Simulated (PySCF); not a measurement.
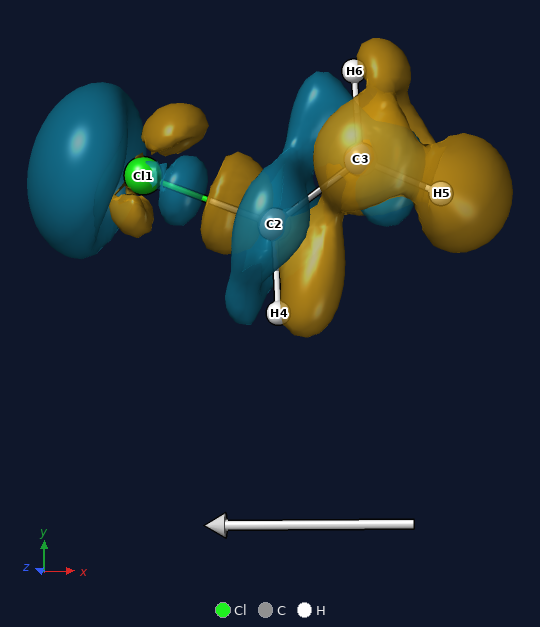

*C₂H₃Cl, SMILES `ClC=C`. Change of the electron density in a uniform field of 0.21 V/Å along −x (arrow), surfaces at ±0.002 e/Å³ (yellow: gain, teal: loss).*

PySCF calculation, B3LYP/def2-SVPD, gas phase; geometry: GFN2-xTB. No frequency check shows the geometry to be a minimum. GFN2-xTB bond lengths at metals and heavier atoms can be off by up to 0.1 Å and shapes distorted, which carries into these values.

Coordinates in Å:

```
Cl1     -1.0499    0.1002    0.0000
C2       0.5613   -0.5034    0.0000
C3       1.6200    0.2808    0.0000
H4       0.6106   -1.5813    0.0000
H5       2.6100   -0.1397    0.0000
H6       1.5396    1.3536    0.0000
```

The field was applied in both directions; the picture shows the one opposite to the script's first.

### What dipole is induced, and what polarisability does it imply?

The induced dipole is 0.56 D (along the field); α along this axis, from the fields in both directions, is 55 bohr³ (8.1 Å³).

Run time: 15 s on 1 thread of Arm Neoverse V1, on a shared host, peak memory 0.4 GiB.
